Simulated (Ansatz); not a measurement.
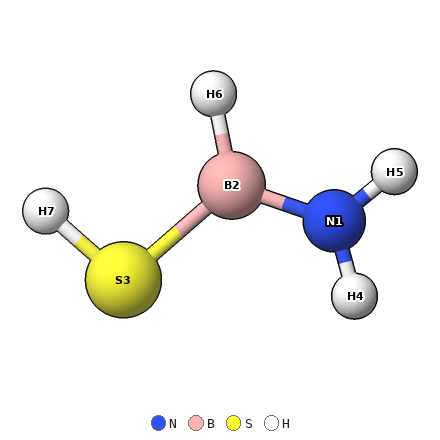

The system is BH4NS, SMILES NBS; the picture shows the reference structure. Coordinates scanned: (1) dihedral N1–B2–S3–H7; (2) dihedral H4–N1–B2–S3. Nothing is relaxed (all other coordinates rigid). The scan uses an 18 × 18 grid; 164 points were computed and 160 follow by symmetry. Points are written as (first, second). Energies are in kJ/mol, from the lowest grid point. Method: Ansatz 0.2.0, RHF/def2-TZVP.

Its coordinates:

```yaml
atoms:
  - { symbol: N, position_ang: [-0.9244, 0.3973, -0.6142] }
  - { symbol: B, position_ang: [0.1487, 0.1561, 0.2340] }
  - { symbol: S, position_ang: [1.0978, -1.4059, 0.0956] }
  - { symbol: H, position_ang: [-1.2313, -0.2325, -1.3173] }
  - { symbol: H, position_ang: [-1.4561, 1.2327, -0.5628] }
  - { symbol: H, position_ang: [0.4566, 0.9591, 1.0521] }
  - { symbol: H, position_ang: [1.9700, -1.1748, 1.0669] }
```

Range: dihedral N1–B2–S3–H7 from −180 to 160°; dihedral H4–N1–B2–S3 from −180 to 160°.

Q: What will the energy surface look like?

A: The lowest grid point is at (−180°, 0°); the map holds 2 wells of about this depth. There are further wells near (0°, 0°) (3.2 kJ/mol above the lowest at that grid point); (0°, −180°) (3.6 kJ/mol above the lowest at that grid point). The highest grid point, (−100°, 100°), lies 176 kJ/mol above the lowest. On the interpolated surface the easiest way out of the lowest well to the well at (0°, 0°) passes a barrier of about 37 kJ/mol. Round the minimum the valley is somewhat tilted: raising dihedral N1–B2–S3–H7 shifts the best value of dihedral H4–N1–B2–S3 upwards (coupling k₁₂/√(k₁₁k₂₂) about −0.3).

```
dihedral H4–N1–B2–S3 ↓, dihedral N1–B2–S3–H7 →  −180  −140  −100  −60  −20   20   60  100  140
                                           160    11    30    50   40   17   20   45   47   21
                                           120    75   106   139  119   83   88  126  133   92
                                            80   102   127   173  159  115  113  156  176  133
                                            40    38    50    83   81   50   45   73   89   64
                                             0     0    13    35   29    7    7   29   35   13
                                           −40    38    64    89   73   45   50   81   83   50
                                           −80   102   133   176  156  113  115  159  173  127
                                          −120    75    92   133  126   88   83  119  139  106
                                          −160    11    21    47   45   20   17   40   50   30
```

The table holds every second grid line.

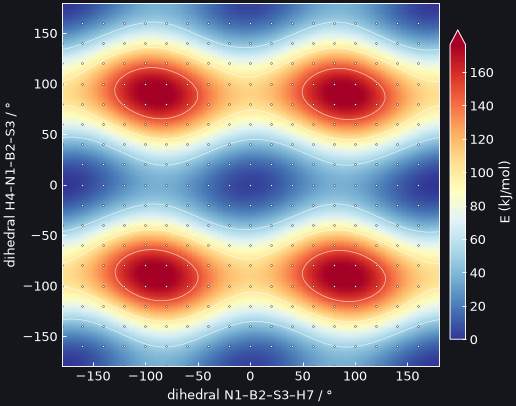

The picture shows a smooth colour map with a few white contour lines, dots at the grid points, one colour for all values above the top of the scale. Between grid points the surface is interpolated.

Each point was launched as `ansatz run input.yaml --threads 1 --pin off --max-ram 2560MiB --backend cpu --events-out ev --progress --plain --runs-dir out`. The whole map (164 points run) took 5 min on 1 thread of Arm Neoverse V1 (shared host).
